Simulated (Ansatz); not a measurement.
**Redistribution: C3H9NSi + SiH2(CH3)(OH) → C2H7NSi + C2H8OSi**

Species: C3H9NSi `CC(C)[Si]N`, singlet; SiH2(CH3)(OH), singlet; C2H7NSi `CC[Si]N`, singlet; C2H8OSi `CC[SiH2]O`, singlet. The partners trade CH3 for H; both sit on C, so the bond types are kept.

Shapes, held fixed at every level: PBE0-D4/def2-TZVP. Flexible molecules stand in one conformer, not always the lowest. Programs: Ansatz 0.2.0. The zero-point and thermal change to 298 K, harmonic and unscaled (PBE0-D4/def2-TZVP), is +1.3 kJ/mol.

| level | kind | ΔH(298 K) (kJ/mol) | less CCSD(T)/CBS estimate |
| --- | --- | --- | --- |
| HF/def2-TZVPP | Hartree–Fock | +2.1 | -5.9 |
| SPW92/def2-TZVPP | LDA | +8.4 | +0.4 |
| r2SCAN-D4/def2-TZVPP | meta-GGA | +7.2 | -0.8 |
| r2SCAN0-D4/def2-TZVPP | global hybrid | +6.8 | -1.2 |
| MP2/def2-SVP | perturbation theory | +8.2 | +0.2 |
| CCSD(T)/def2-TZVPP | coupled cluster or CI | +8.0 | 0.0 |
| CCSD/def2-TZVPP | coupled cluster or CI | +6.8 | -1.2 |
| CCSD(T)/CBS estimate | coupled cluster or CI | +8.0 | 0.0 |

The highest level, CCSD(T)/CBS estimate, gives ΔH(298 K) = +8.0 kJ/mol; the levels span +2.1 to +8.4. The column of differences is taken from that level and isn't an error. No measured value is set beside it here. The CBS estimate extrapolates MP2 from def2-TZVPP and def2-QZVPP and adds CCSD(T) − MP2 in the triple-zeta set, cores frozen.

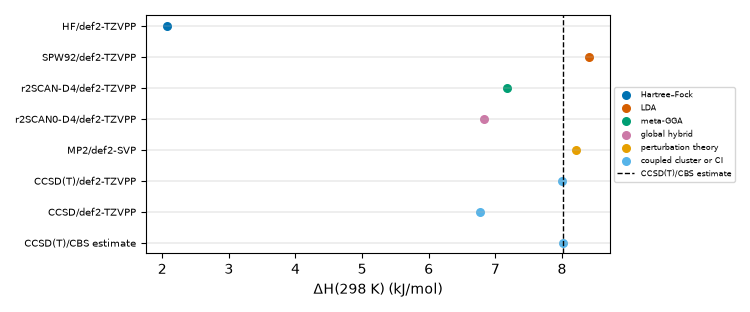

The values of the table, level by level.
